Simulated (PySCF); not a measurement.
# BClO (boron chloride oxide) at CCSDT(Q)/STO-3G

What is the energy change on altering one bond length of BClO (boron chloride oxide) at CCSDT(Q)/STO-3G? Input form: a Python script.

The results are computed with PySCF 2.14.0.

14 further runs of the same task are left out: 4 that didn't finish, 10 set aside as unsound or not needed.

### 1 The system as given

BClO has 3 atoms, charge 0, and is taken as a singlet. As SMILES, `O=BCl`. The coordinates come from a GFN2-xTB relaxation.

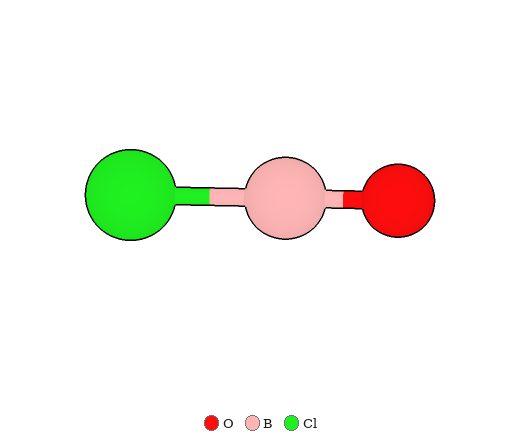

The structure, seen from a chosen angle (oxygen red, boron pink, chlorine green).

### 2 A single-point energy at CCSDT(Q)/STO-3G

The input, mol.xyz:

```xyz
3
BClO
O      1.019560     0.606200     0.626990
B      0.113080     0.066620     0.069470
Cl    -1.132640    -0.672810    -0.696460
```

The input, run.py:

```python
from pyscf import gto, scf, cc

system = gto.M(
    atom='mol.xyz',
    max_memory=1860,
    verbose=3,
    basis='sto-3g',
)

mf = scf.RHF(system)
mf.conv_tol = 1e-10
mf.kernel()
if not mf.converged:
    mf = mf.newton().run(mf.mo_coeff, mf.mo_occ)

mycc = cc.CCSDT(mf, frozen=7)
mycc.kernel()
e_bracket, e_q = mycc.ccsdt_q()
energy = mycc.e_tot + e_q
print('E = %.10f Eh' % energy)
```

On the command line:

```
$ OMP_NUM_THREADS=1 python run.py
```

Log:

```text
converged SCF energy = -552.862726915859
_make_eris_incore_RCCSDT

WARN: A large `blksize` is being used, which may cause large memory consumption
      for storing contraction intermediates. If memory is sufficient, consider using
      `pyscf.cc.rccsdt_highm.RCCSDT` instead.

RCCSDT converged
E(RCCSDT) = -553.0040009558576   E_corr = -0.1412740399986229
E_corr(same-spin) = -0.027593407843985
E_corr(oppo-spin) = -0.113680632154638
_make_eris_incore_RCCSDT
E = -553.0033813288 Eh
```

Wall time 2.1 s (1 thread of Arm Neoverse V1, shared host); peak memory 0.1 GiB.

### 3 The distorted shape

The input, job.py:

```python
from pyscf import gto, cc

mol = gto.M(
    atom=[
    ('O', (1.268705, 0.754087, 0.780177)),
    ('B', (0.362225, 0.214507, 0.222657)),
    ('Cl', (-1.132640, -0.672810, -0.696460)),
],
    basis='sto-3g',
    max_memory=1860,
    verbose=3,
)

myscf = mol.RHF()
myscf.conv_tol = 1e-10
myscf.kernel()
if not myscf.converged:
    myscf = myscf.newton().run(myscf.mo_coeff, myscf.mo_occ)

mycc = cc.CCSDT(myscf, frozen=7)
mycc.kernel()
e_bracket, e_q = mycc.ccsdt_q()
e_tot = mycc.e_tot + e_q
print('Final energy', e_tot)
```

On the command line:

```
$ OMP_NUM_THREADS=1 python job.py
```

Log:

```text
converged SCF energy = -552.842376771419
_make_eris_incore_RCCSDT

WARN: A large `blksize` is being used, which may cause large memory consumption
      for storing contraction intermediates. If memory is sufficient, consider using
      `pyscf.cc.rccsdt_highm.RCCSDT` instead.

RCCSDT converged
E(RCCSDT) = -552.9939556720445   E_corr = -0.1515789006251664
E_corr(same-spin) = -0.0261907458198555
E_corr(oppo-spin) = -0.125388154805311
_make_eris_incore_RCCSDT
Final energy -552.993161107486
```

Wall time 2.3 s (1 thread of Arm Neoverse V1, shared host); peak memory 0.11 GiB.

### 4 Outcome

Level: CCSDT(Q)/STO-3G, 7 core orbitals frozen.

```
                                                          quantity          value
                                         first shape: total energy  -553.00338 Eh
                 first shape: dipole moment (Hartree–Fock density)         0.54 D
                  first shape: HOMO energy (Hartree–Fock orbitals)      -11.25 eV
                  first shape: LUMO energy (Hartree–Fock orbitals)        9.32 eV
                first shape: HOMO–LUMO gap (Hartree–Fock orbitals)       20.57 eV
          first shape: correlation energy (7 core orbitals frozen)     -140.7 mEh
                                        first shape: T1 diagnostic          0.014
                                     distorted shape: total energy  -552.99316 Eh
             distorted shape: dipole moment (Hartree–Fock density)         0.22 D
              distorted shape: HOMO energy (Hartree–Fock orbitals)      -11.30 eV
              distorted shape: LUMO energy (Hartree–Fock orbitals)        6.22 eV
            distorted shape: HOMO–LUMO gap (Hartree–Fock orbitals)       17.52 eV
      distorted shape: correlation energy (7 core orbitals frozen)     -150.8 mEh
                                    distorted shape: T1 diagnostic          0.015
energy change with the B2–Cl3 bond stretched from 1.639 to 1.966 Å       0.278 eV
```

What this shows: With the B2–Cl3 bond stretched from 1.639 to 1.966 Å the energy rises by 0.28 eV (6.4 kcal/mol). The first shape isn't relaxed at this level, so the change isn't measured from a minimum. The minimal basis adds a large error of its own.
